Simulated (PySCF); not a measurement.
```csv
atom,x (Å),y (Å),z (Å)
Si,1.0509,0.1966,-1.7688
C,1.9991,0.3728,-3.3552
S,0.4298,2.1715,-1.2026
Si,-0.6480,1.8624,0.6286
C,-1.2307,3.5339,1.1880
S,0.6098,1.0903,2.1874
Si,1.2208,-0.8308,1.4463
C,2.3194,-1.5755,2.7446
S,2.4021,-0.6656,-0.3401
S,-0.4424,-2.1691,1.2079
Si,-1.6412,-1.2285,-0.3064
C,-3.1083,-2.3329,-0.5828
S,-0.6201,-1.0848,-2.1898
S,-2.4093,0.6714,0.3361
H,1.3595,0.8339,-4.1229
H,2.8823,1.0090,-3.1951
H,2.3282,-0.6158,-3.7094
H,-1.8062,3.4363,2.1207
H,-1.8747,3.9803,0.4151
H,-0.3692,4.1953,1.3631
H,2.6834,-2.5582,2.4090
H,3.1816,-0.9175,2.9316
H,1.7560,-1.7037,3.6813
H,-3.7659,-1.8955,-1.3490
H,-3.6757,-2.4454,0.3533
H,-2.7727,-3.3247,-0.9213
```

Geometry: PBE0-D3(BJ)/def2-SVP.

These are results of PBE0/pcSseg-1, SCF density, gas phase, non-relativistic in PySCF 2.14.0, not measurements.

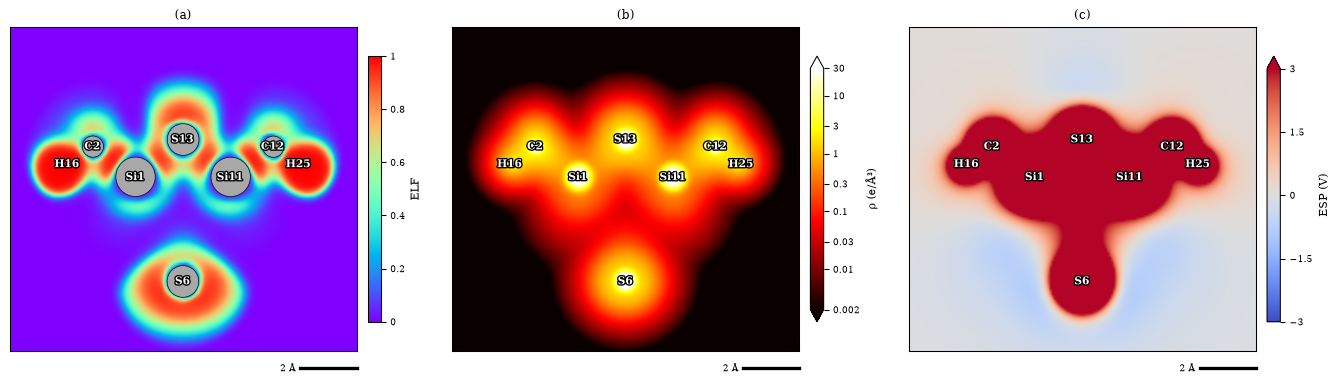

C₄H₁₂S₆Si₄ ((MeSi)4S6 adamantane). (a) ELF; (b) total electron density; (c) electrostatic potential on the plane of atoms Si1, S13 and Si11. Grey discs cover the atomic cores in the ELF map.

Question: Describe what can be read from this map.

Answer:
- The plane passes through Si, C, S and H nuclei.
- C–Si (1.86 Å): the density is about 0.99 e/Å³ at the midpoint; the ELF peaks at about 0.95 between the atoms, as expected for a shared electron pair.
- Si–S (2.15 Å): the density is about 0.82 e/Å³ at the midpoint; the ELF peaks at about 0.90 between the atoms: localised, covalent bonding.
- C–H (1.10 Å): ρ is about 1.9 e/Å³ halfway; the ELF climbs to about 1 towards the hydrogen, as it does in any bond to H: an ordinary covalent bond to hydrogen.
- The ELF also peaks beside S6 and S13, away from the bonds: lone-pair regions.
- Outside the dense part of the molecule the potential is most negative (−0.8 V) near S6 and S13.
